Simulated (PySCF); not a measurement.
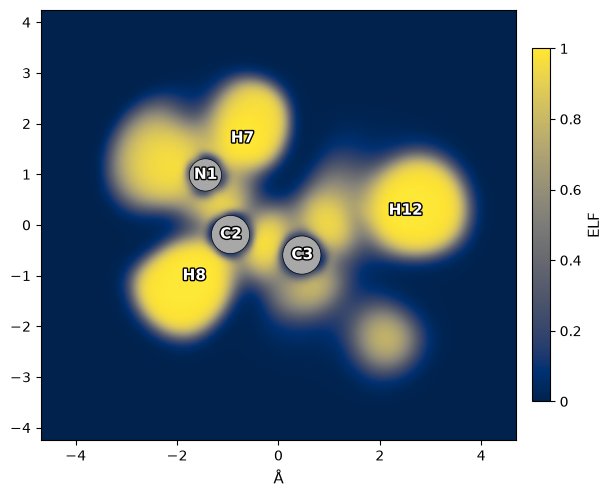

*C4H6NS (SMILES [H]/N=C\C1([S-])CC1) (charge −1). Electron localisation function on the plane of atoms C2, N1 and H7. Grey discs cover the atomic cores.*

Geometry: GFN2-xTB.

Level of theory: PBE0/pcSseg-1, SCF density, gas phase, non-relativistic in PySCF.

```yaml
atoms:
  - { symbol: N, position_ang: [2.1818, 0.7527, -0.0531] }
  - { symbol: C, position_ang: [1.4077, -0.2576, -0.1378] }
  - { symbol: C, position_ang: [0.0205, -0.3944, 0.3214] }
  - { symbol: S, position_ang: [0.2344, -1.3705, 1.7954] }
  - { symbol: C, position_ang: [-1.1426, -0.5594, -0.6155] }
  - { symbol: C, position_ang: [-0.9894, 0.7044, 0.1913] }
  - { symbol: H, position_ang: [1.7025, 1.5703, 0.3342] }
  - { symbol: H, position_ang: [1.8598, -1.1717, -0.5195] }
  - { symbol: H, position_ang: [-0.9596, -0.5089, -1.6836] }
  - { symbol: H, position_ang: [-1.9301, -1.2454, -0.3346] }
  - { symbol: H, position_ang: [-0.7071, 1.6111, -0.3343] }
  - { symbol: H, position_ang: [-1.6766, 0.8687, 1.0102] }
```

Question: Interpret the plot.

Answer: The section cuts through N, C and H sites.
C–N (1.28 Å): the ELF peaks at about 0.90 between the atoms: localised, covalent bonding.
C–C (1.47 Å): the ELF peaks at about 0.95 between the atoms: localised, covalent bonding.
N–H (1.02 Å): the ELF climbs to about 1 towards the hydrogen, as it does in any bond to H (a covalent bond by its length).
C–H (1.09 Å): the ELF climbs to about 1 towards the hydrogen: an ordinary covalent bond to hydrogen.
The ELF also peaks beside N1, away from the bonds: lone-pair regions.
